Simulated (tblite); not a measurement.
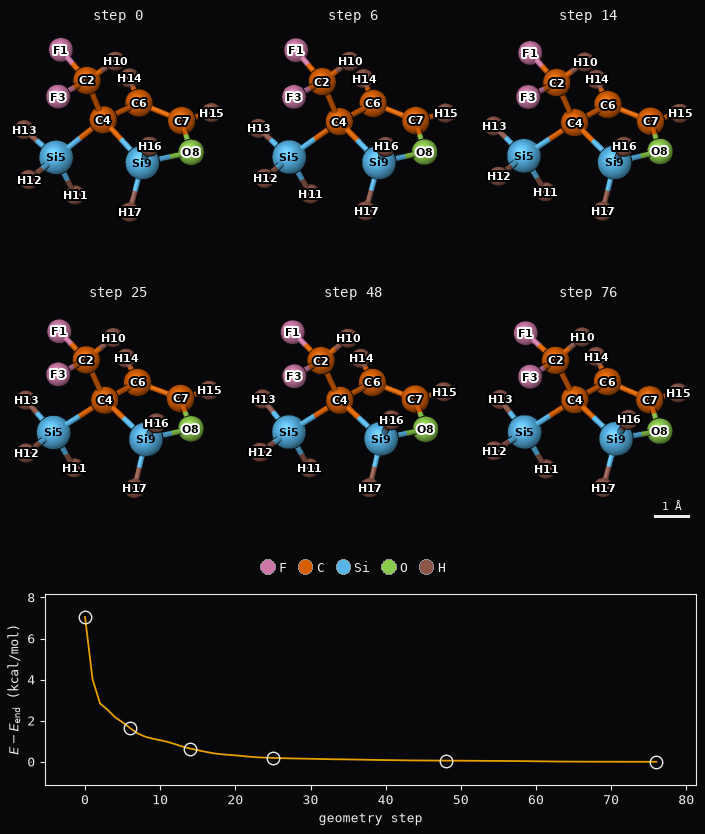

Frames of a relaxation of C$_{4}$H$_{8}$F$_{2}$OSi$_{2}$, marked on the history of the run. A ball-and-stick model, seen face on.

Level of theory: tblite 0.8.0, GFN2-xTB geometry optimisation, gas phase. 

> Describe the path.

H13 moves most after the best rigid fit: 0.30 Å. By element the largest moves are H 0.30 Å, F 0.24 Å, Si 0.16 Å, C 0.12 Å, O 0.08 Å. Near-neighbour distances that change, for instance: C4–Si5 1.864 → 1.921 Å, O8–Si9 1.692 → 1.648 Å, C4–C6 1.544 → 1.501 Å, Si5–H12 1.489 → 1.461 Å. Bond angles that change, for instance: Si5–C4–Si9 103.7° → 114.8°, C2–C4–Si5 115.3° → 109.4°, C4–Si5–H11 111.9° → 106.3°. After 76 geometry steps the energy has fallen by 7.05 kcal/mol. From step 0 to 6: Si5 moves most (0.07 Å), energy −5.41 kcal/mol. From step 6 to 14: F and H atoms move most (0.10 Å), energy −1.00 kcal/mol. From step 14 to 25: H13 moves most (0.10 Å), energy −0.45 kcal/mol. From step 25 to 48: H16 moves most (0.09 Å), energy −0.13 kcal/mol. From step 48 to 76: H13 moves most (0.10 Å), energy −0.06 kcal/mol.

| step | E − E(0), kcal/mol |
| --- | --- |
| 0 | 0.00 |
| 1 | -3.03 |
| 2 | -4.22 |
| 3 | -4.52 |
| 4 | -4.89 |
| 5 | -5.13 |
| 6 | -5.41 |
| 7 | -5.67 |
| 8 | -5.83 |
| 9 | -5.93 |
| 10 | -6.00 |
| 13 | -6.31 |
| 17 | -6.63 |
| 20 | -6.74 |
| 24 | -6.85 |
| 27 | -6.89 |
| 31 | -6.92 |
| 34 | -6.93 |
| 38 | -6.96 |
| 41 | -6.97 |
| 45 | -6.99 |
| 48 | -7.00 |
| 52 | -7.01 |
| 55 | -7.01 |
| 59 | -7.02 |
| 62 | -7.04 |
| 66 | -7.05 |
| 69 | -7.05 |
| 73 | -7.05 |
| 76 | -7.05 |
